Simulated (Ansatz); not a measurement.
**[BH4]− (borohydride): CCSD(T)/6-31G**

Aim: the vertical singlet–triplet gap of [BH4]− (borohydride) at CCSD(T)/6-31G, from 2 runs. 

The calculation is run with Ansatz 0.2.0.

5 further runs of the same task are left out: 4 that didn't finish, 1 set aside as unsound or not needed.

### Step 1. The molecule

The species is [BH4]− (5 atoms), meant as a singlet with charge -1. SMILES: `[BH4-]`. Geometry: relaxed at GFN2-xTB.

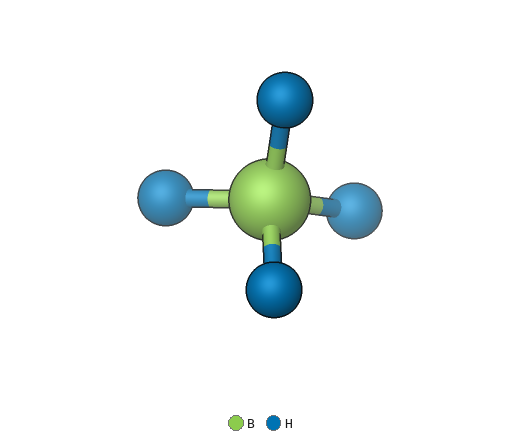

The structure, seen from a chosen angle (boron green, hydrogen blue).

### Step 2. The energy at CCSD(T)/6-31G

Input file input.yaml:

```yaml
crystal:
  periodic: [false, false, false]
  atoms:
    - symbol: B
      position_ang: [0.000100, 0.000170, -0.000110]
    - symbol: H
      position_ang: [0.683660, 0.997010, 0.217690]
    - symbol: H
      position_ang: [0.726340, -0.988490, -0.067070]
    - symbol: H
      position_ang: [-0.600410, 0.139700, -1.063360]
    - symbol: H
      position_ang: [-0.809690, -0.148380, 0.912850]
basis:
  gaussian:
    orbitals: 6-31G
total_charge: -1
correlation:
  method: ccsd_t
  frozen_orbitals: {B: 1, H: 0}
accuracy: high
scf:
  omitted_lower_state_checks: [cluster_reference, increment]
```

Launch:

```sh
$ ansatz run input.yaml --threads 1 --pin off --max-ram 2610MiB --events-out events.jsonl --progress --plain --runs-dir runs
```

The log of the run (excerpt; [...] marks lines left out):

```text
Warning: RAYON_NUM_THREADS=1 ignored (pool sized by the plan → 1); use --threads N
Functional definition: HF
  name "HF"
[...]
414 factors; integrals over basis functions are off by at most 3.1e-9 eV
[...]
mean field -733.39155240 eV, -26.9516424400 hartree, gradient 1.2e-8 eV, S^2 0.000000; 0 other end points of the search recorded, 0 dependent functions left out
1 core orbitals not correlated: weight in the atoms' cores, before any rotation towards them, 1.000 or more for the frozen orbitals, at most 0.000 for the correlated occupied ones
reference -733.39155240 eV, -26.9516424400 hartree; 4, 4 occupied and 12, 12 virtual orbitals, 414 factors
second order -2.09465279 eV of doubles, -0.00000000 eV of singles
cycle   1  -2.49266492 eV  change   -4.0e-1 eV  update   4.5e-2
[...]
cycle  16  -2.65637430 eV  change   9.1e-10 eV  update  8.2e-10
perturbative correction -0.04029405 eV, -0.0014807789 hartree
Total energy: -736.08822075 eV, -27.0507431739 hartree
Checks for a lower state left out: cluster_reference, increment
```

Run time: 0.2 s. Hardware: 1 thread of Intel Xeon Platinum 8259CL at 2.50GHz (Skylake/Cascade Lake), shared host.

### Step 3. The triplet, same level

Input file molecule.yaml:

```yaml
basis:
  gaussian:
    orbitals: 6-31G
crystal:
  periodic: [false, false, false]
  atoms:
    - symbol: B
      position_ang: [0.000100, 0.000170, -0.000110]
    - symbol: H
      position_ang: [0.683660, 0.997010, 0.217690]
    - symbol: H
      position_ang: [0.726340, -0.988490, -0.067070]
    - symbol: H
      position_ang: [-0.600410, 0.139700, -1.063360]
    - symbol: H
      position_ang: [-0.809690, -0.148380, 0.912850]
total_charge: -1
magnetization:
  spin_polarized: true
  initial_magnetization: 2
correlation:
  method: ccsd_t
  frozen_orbitals: {B: 1, H: 0}
accuracy: high
scf:
  omitted_lower_state_checks: [cluster_reference, increment]
```

Launch:

```sh
$ ansatz run molecule.yaml --threads 1 --pin off --max-ram 2610MiB --events-out events.jsonl --progress --plain --runs-dir runs
```

The log of the run (excerpt; [...] marks lines left out):

```text
Warning: RAYON_NUM_THREADS=1 ignored (pool sized by the plan → 1); use --threads N
Functional definition: HF
  name "HF"
[...]
414 factors; integrals over basis functions are off by at most 3.1e-9 eV
[...]
mean field -723.70656587 eV, -26.5957257496 hartree, gradient 2.5e-8 eV, S^2 2.007968; 8 other end points of the search recorded, 0 dependent functions left out
1 core orbitals not correlated: weight in the atoms' cores, before any rotation towards them, 1.000 or more for the frozen orbitals, at most 0.000 for the correlated occupied ones
reference -723.70656587 eV, -26.5957257496 hartree; 5, 3 occupied and 11, 13 virtual orbitals, 414 factors
second order -1.84982698 eV of doubles, -0.00000000 eV of singles
cycle   1  -2.22888773 eV  change   -3.8e-1 eV  update   4.9e-2
[...]
cycle  47  -2.44438752 eV  change   5.5e-10 eV  update  7.9e-10
perturbative correction -0.05886809 eV, -0.0021633624 hartree
Total energy: -726.20982148 eV, -26.6877186965 hartree
Checks for a lower state left out: cluster_reference, increment
```

Wall time 0.62 s (1 thread of Intel Xeon Platinum 8259CL at 2.50GHz (Skylake/Cascade Lake), shared host).

### Step 4. Summary of results

Level: CCSD(T)/6-31G, 1 core orbital frozen.

```
                                           quantity         value
                              singlet: total energy  -27.05074 Eh
singlet: correlation energy (1 core orbital frozen)     -99.1 mEh
                            singlet: (T) correction     -1.48 mEh
                             singlet: T1 diagnostic         0.007
                              triplet: total energy  -26.68772 Eh
triplet: correlation energy (1 core orbital frozen)     -92.0 mEh
                            triplet: (T) correction     -2.16 mEh
         triplet: ⟨S²⟩ of the reference determinant         2.008
                             triplet: T1 diagnostic         0.024
   vertical energy of the triplet above the singlet      9.878 eV
```

**Reading.** At this shape the triplet lies 9.88 eV (953 kJ/mol) above the singlet. For an anion a state so high probably lies above electron detachment. The triples (singlet) make up 1.5 % of the correlation energy. The triples (triplet) make up 2.4 % of the correlation energy.
